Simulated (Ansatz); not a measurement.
# BI3 (boron triiodide) at CAM-B3LYP/def2-SVP (core potential)

Aim: the vertical ionisation energy of BI3 (boron triiodide) at CAM-B3LYP/def2-SVP (core potential), from 2 runs. 

The calculation is run with Ansatz 0.2.0.

35 further runs of the same task are left out: 1 that didn't finish, 34 set aside as unsound or not needed.

## (1) The molecule

BI3: 4 atoms, total charge 0, spin state singlet. SMILES: `IB(I)I`. The shape is that of a PBE0-D4/def2-TZVP optimisation.

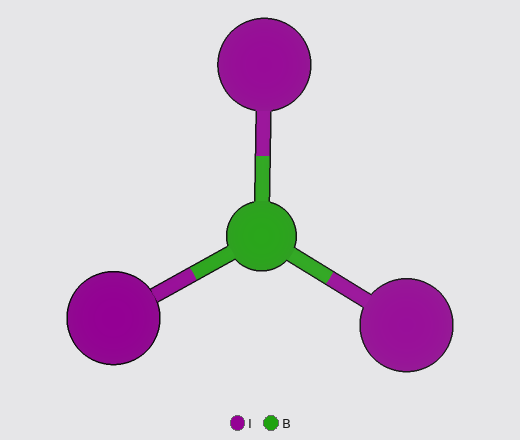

The structure, seen from a chosen angle (iodine purple, boron green).

## (2) The energy at CAM-B3LYP/def2-SVP (core potential)

job.yaml reads:

```yaml
crystal:
  periodic: [false, false, false]
  atoms:
    - {symbol: I, position_ang: [-1.308500, -0.295200, 1.615600]}
    - {symbol: B, position_ang: [0.013900, -0.015100, -0.005100]}
    - {symbol: I, position_ang: [1.876800, -1.006300, -0.030300]}
    - {symbol: I, position_ang: [-0.526500, 1.256300, -1.600500]}
basis:
  gaussian:
    orbitals: def2-SVP
hamiltonian:
  xc: {name: CAM-B3LYP}
accuracy: high
output:
  orbitals: {seedname: orbitals}
```

Launch:

```sh
$ ansatz run job.yaml --threads 1 --pin off --max-ram 3480MiB --events-out events.jsonl --progress --plain --runs-dir runs
```

Log:

```text
Warning: RAYON_NUM_THREADS=1 ignored (pool sized by the plan → 1); use --threads N
Functional definition: CAM-B3LYP
  name "CAM-B3LYP"
  parameter alpha = 0.19
  parameter beta = 0.46
  parameter omega = 0.33/bohr
  parameter ac = 0.81
  exchange = (1 - alpha - beta)*b88_x + beta*b88_x_sr(omega) + alpha*exact_x + beta*exact_x_lr(omega)
  correlation = (1 - ac)*vwn5_c + ac*lyp_c
2268 factors; integrals over basis functions are off by at most 2.8e-9 eV
448 factors; integrals over basis functions are off by at most 1.4e-9 eV
mean field evaluation 1: about -24979.2585 eV, gradient 9.6e0 eV
mean field evaluation 2: about -24979.1342 eV, gradient 1.3e1 eV
mean field evaluation 4: about -24979.6356 eV, gradient 4.4e-1 eV
mean field evaluation 8: about -24979.7032 eV, gradient 9.7e-3 eV
mean field evaluation 16: about -24979.7032 eV, gradient 9.4e-7 eV
mean field -24979.70318864 eV, -917.9871603316 hartree, gradient 5.2e-8 eV, S^2 0.000000; 0 other end points of the search recorded, 0 dependent functions left out
reference -24979.70320495 eV, -917.9871609310 hartree; 40, 40 occupied and 52, 52 virtual orbitals, 2268 factors
Total energy: -24979.70320495 eV, -917.9871609310 hartree
```

Wall time 14 s (1 thread of Intel Xeon Platinum 8488C (Sapphire Rapids), shared host); peak memory 0.49 GiB.

## (3) The doublet cation at the same level

run.yaml reads:

```yaml
crystal:
  periodic: [false, false, false]
  atoms:
    - {symbol: I, position_ang: [-1.308500, -0.295200, 1.615600]}
    - {symbol: B, position_ang: [0.013900, -0.015100, -0.005100]}
    - {symbol: I, position_ang: [1.876800, -1.006300, -0.030300]}
    - {symbol: I, position_ang: [-0.526500, 1.256300, -1.600500]}
basis:
  gaussian:
    orbitals: def2-SVP
total_charge: 1
magnetization:
  spin_polarized: true
  initial_magnetization: 1
hamiltonian:
  xc: {name: CAM-B3LYP}
accuracy: high
output: {orbitals: {seedname: orbitals}}
```

Launch:

```sh
$ ansatz run run.yaml --threads 1 --pin off --max-ram 3480MiB --events-out events.jsonl --progress --plain --runs-dir runs
```

Log:

```text
Warning: RAYON_NUM_THREADS=1 ignored (pool sized by the plan → 1); use --threads N
Functional definition: CAM-B3LYP
  name "CAM-B3LYP"
  parameter alpha = 0.19
  parameter beta = 0.46
  parameter omega = 0.33/bohr
  parameter ac = 0.81
  exchange = (1 - alpha - beta)*b88_x + beta*b88_x_sr(omega) + alpha*exact_x + beta*exact_x_lr(omega)
  correlation = (1 - ac)*vwn5_c + ac*lyp_c
2267 factors; integrals over basis functions are off by at most 2.8e-9 eV
448 factors; integrals over basis functions are off by at most 1.4e-9 eV
mean field evaluation 1: about -24969.8074 eV, gradient 7.7e0 eV
mean field evaluation 2: about -24969.8665 eV, gradient 7.6e0 eV
mean field evaluation 4: about -24970.2264 eV, gradient 3.2e-1 eV
mean field evaluation 8: about -24970.2966 eV, gradient 1.1e-2 eV
mean field evaluation 16: about -24970.2966 eV, gradient 8.4e-5 eV
mean field evaluation 32: about -24969.9047 eV, gradient 3.2e0 eV
mean field -24970.29659358 eV, -917.6414743391 hartree, gradient 4.7e-8 eV, S^2 0.754773; 6 other end points of the search recorded, 0 dependent functions left out
reference -24970.29661033 eV, -917.6414749548 hartree; 40, 39 occupied and 52, 53 virtual orbitals, 2267 factors
Total energy: -24970.29661033 eV, -917.6414749548 hartree
```

Wall time 35 s (1 thread of Intel Xeon Platinum 8488C (Sapphire Rapids), shared host); peak memory 0.75 GiB.

## (4) Results

Level: CAM-B3LYP/def2-SVP (core potential).

```
                                          quantity          value
                         singlet BI3: total energy  -917.98716 Eh
                          singlet BI3: HOMO energy       -8.49 eV
                          singlet BI3: LUMO energy       -1.34 eV
                        singlet BI3: HOMO–LUMO gap        7.16 eV
                      doublet cation: total energy  -917.64147 Eh
doublet cation: HOMO energy (highest over α and β)      -13.72 eV
 doublet cation: LUMO energy (lowest over α and β)      -10.32 eV
                              doublet cation: ⟨S²⟩          0.755
vertical ionisation energy (to the doublet cation)       9.407 eV
```

In words: Removing an electron at fixed nuclei costs 9.41 eV (908 kJ/mol). −ε(HOMO) before ionisation, 8.49 eV, is 0.92 eV below this ionisation energy.
